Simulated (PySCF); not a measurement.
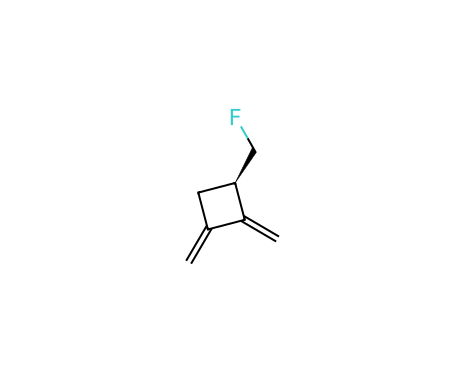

A structural formula.

> Write the SMILES.

C=C1C[C@@H](CF)C1=C

> Give the formula, hydrogens included.

C7H9F.

> An optimisation with GFN2-xTB gave a structure of which point group?

C1.

The parts below concern this one geometry. Atoms keep their numbers from picture to picture. The computed structure is the end point of a GFN2-xTB optimisation. No frequency run is at hand to confirm it as a minimum.

**Electronic properties**

No frequency run is at hand to confirm it as a minimum. Properties computed with PBE0/def2-SVPD, gas phase (PySCF 2.14.0). Excitations: vertical, linear response.

Predict the main results.

- dipole moment: 1.58 D
- HOMO energy (Kohn–Sham orbital): −6.85 eV
- LUMO energy (Kohn–Sham orbital): −1.32 eV
- HOMO–LUMO gap: 5.52 eV
- mean static polarisability: 84.6 bohr³
- lowest vertical singlet excitation: 5.22 eV
- its oscillator strength: 0.287

**Ring current**

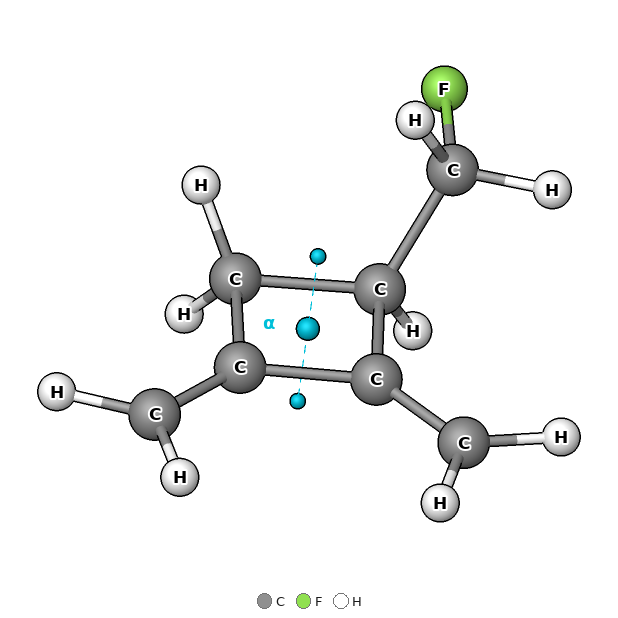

The small points mark where nucleus-independent chemical shifts (NICS) were computed: at the centre of each lettered ring and 1 Å above and below it. No frequency run is at hand to confirm it as a minimum. Method: GIAO PBE0/pcSseg-1 NMR shielding, non-relativistic, gas phase (PySCF 2.14.0).

Give NICS(0), NICS(1) and the out-of-plane component NICS(1)zz for each ring (means of the two sides).

```
ring  members  NICS(0)  NICS(1)  NICS(1)zz
   α       C4      4.2     −1.4        1.7
```

Values in ppm.

**NMR shielding**

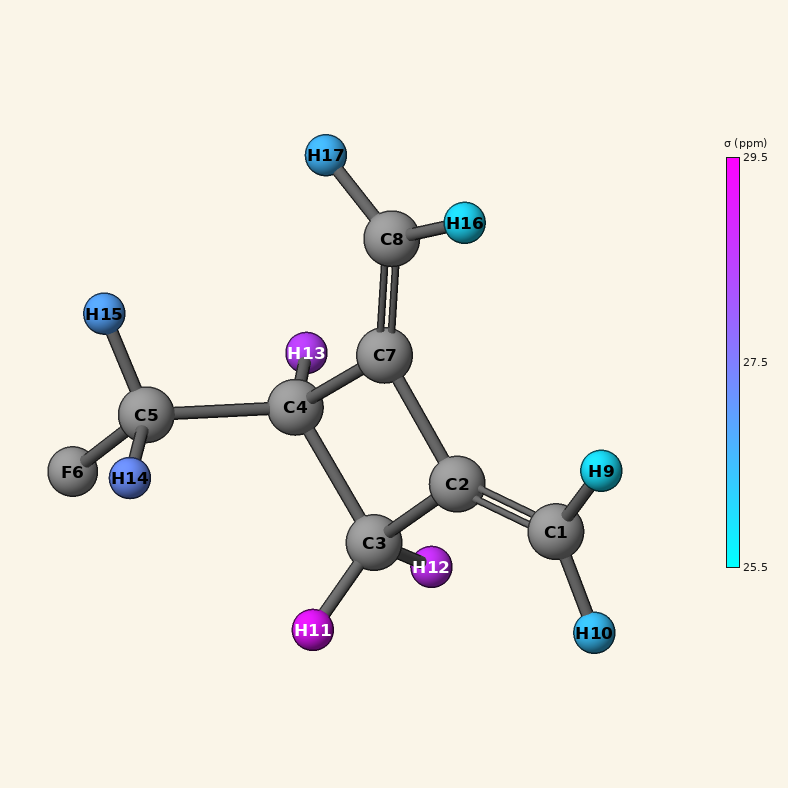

Atoms are coloured by their isotropic NMR shieldings (H only, the others grey). No frequency run is at hand to confirm it as a minimum. Properties computed with GIAO PBE0/pcSseg-1 NMR shielding, non-relativistic, gas phase (PySCF 2.14.0).

> Which H atom is the most shielded (lowest chemical shift)?

H11 (29.12 ppm).

> Which H atom is the least shielded (highest chemical shift)?

H9 (25.94 ppm).

> How wide is the range of H shifts?

3.18 ppm.

Give the isotropic NMR shieldings of the H atoms atom by atom.

| atom | σ (ppm) |
| --- | --- |
| H9 | 25.94 |
| H10 | 26.43 |
| H11 | 29.12 |
| H12 | 28.71 |
| H13 | 28.46 |
| H14 | 27.23 |
| H15 | 26.88 |
| H16 | 26.03 |
| H17 | 26.58 |

**Charges**

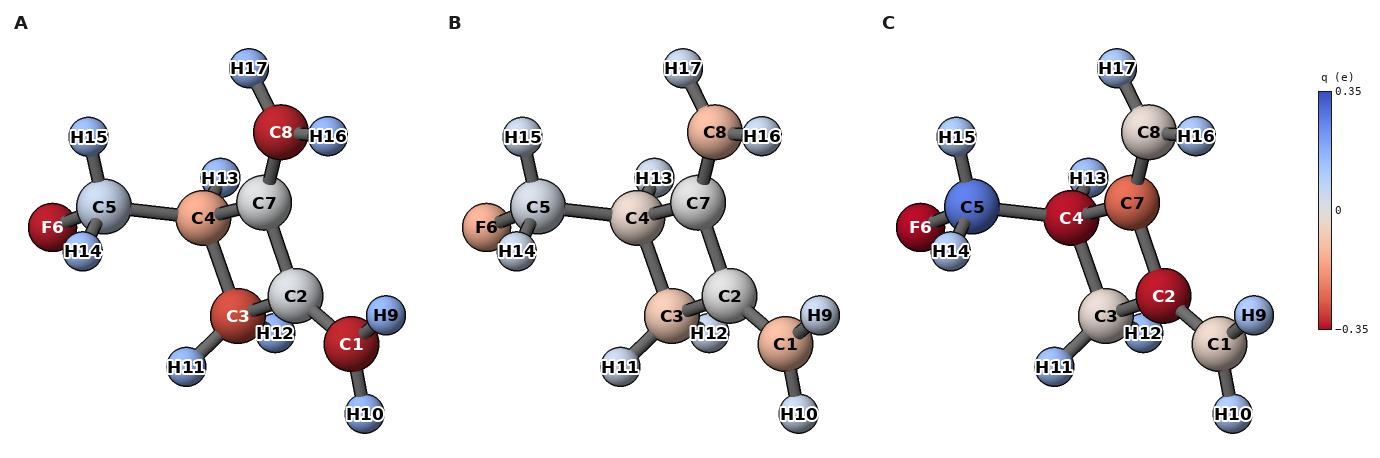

Atomic charges of one calculation by 3 schemes, on one colour scale. No frequency run is at hand to confirm it as a minimum. Method: PBE0/pcSseg-1 (PySCF 2.14.0).

> The schemes are Hirshfeld, IAO, Mulliken. Which panel shows which?

A IAO, B Hirshfeld, C Mulliken.

List the charges (e), one line for each set of equivalent atoms.

| atom | IAO | Hirshfeld | Mulliken |
| --- | --- | --- | --- |
| C1 | −0.33 | −0.10 | −0.04 |
| C2 | 0.01 | 0.00 | −0.34 |
| C3 | −0.28 | −0.07 | −0.02 |
| C4 | −0.14 | −0.03 | −0.34 |
| C5 | 0.05 | 0.02 | 0.27 |
| F6 | −0.33 | −0.13 | −0.34 |
| C7 | 0.00 | 0.00 | −0.24 |
| C8 | −0.33 | −0.10 | −0.02 |
| H9 | 0.15 | 0.05 | 0.11 |
| H10 | 0.16 | 0.05 | 0.11 |
| H11 | 0.15 | 0.05 | 0.14 |
| H12 | 0.15 | 0.05 | 0.14 |
| H13 | 0.15 | 0.04 | 0.14 |
| H14 | 0.14 | 0.04 | 0.10 |
| H15 | 0.14 | 0.04 | 0.11 |
| H16 | 0.16 | 0.05 | 0.12 |
| H17 | 0.15 | 0.05 | 0.11 |

Mulliken values depend strongly on the basis set and can even reverse the polarity of a bond.
